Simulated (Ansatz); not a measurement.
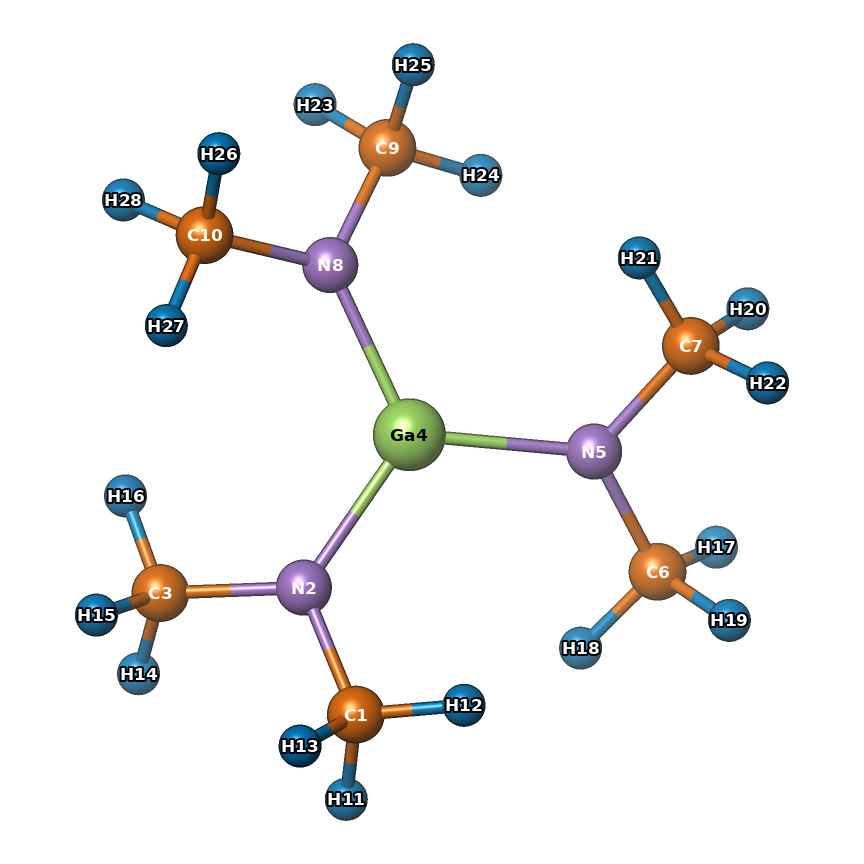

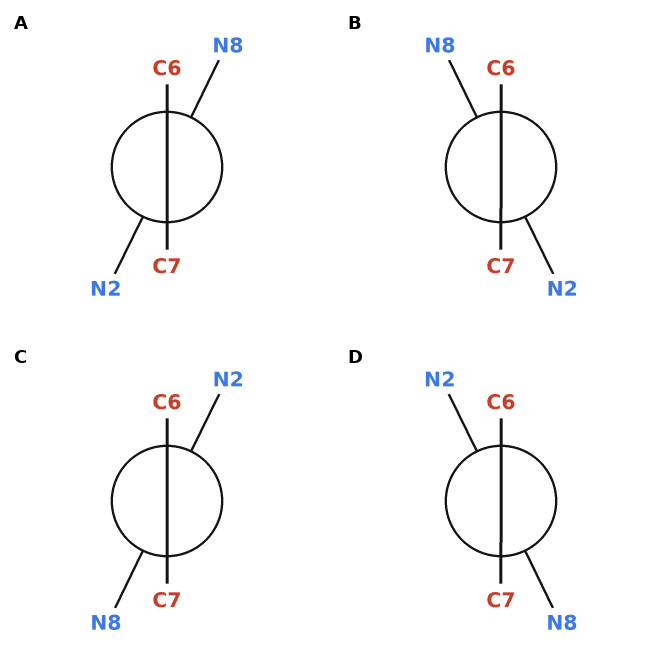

Atoms fade into the background with distance from the viewer. Bonds that would overlap in a projection are set slightly apart. The geometry was computed by an optimisation with PBE0-D4/def2-TZVP. No frequency run is at hand to confirm it as a minimum.

Which Newman projection shows the view along N5–Ga4, with N5 in front?

C. The torsion angle C6–N5–Ga4–N2 is 26°, synperiplanar.
